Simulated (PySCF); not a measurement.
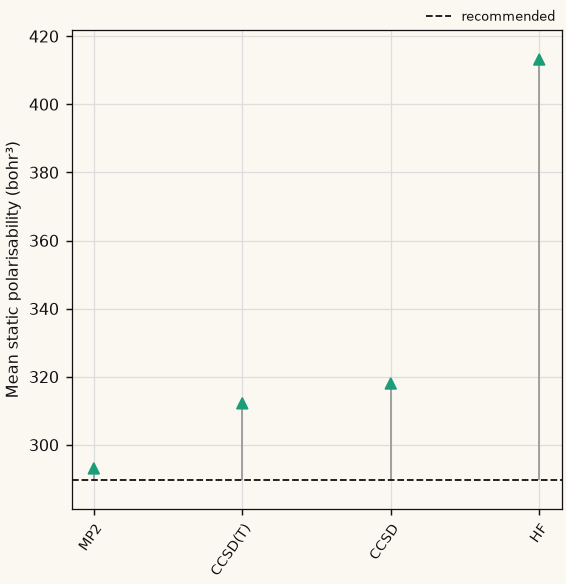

The mean static polarisability of neutral potassium ([Ar] 4s) across levels of theory. Finite fields; PySCF, def2-TZVPPD, non-relativistic, unrestricted single determinants, no spin-orbit coupling. 10 core electrons frozen.

Q: Which methods come out highest, lowest and best?

A: The values run from 293 bohr³ (MP2) to 413 bohr³ (HF). The recommended value is 290 bohr³; nearest to it come MP2 (+3) and CCSD(T) (+23), furthest HF (+123 bohr³).

| Method | Mean static polarisability (bohr³) |
| --- | --- |
| HF | 413 |
| MP2 | 293 |
| CCSD | 318 |
| CCSD(T) | 312 |
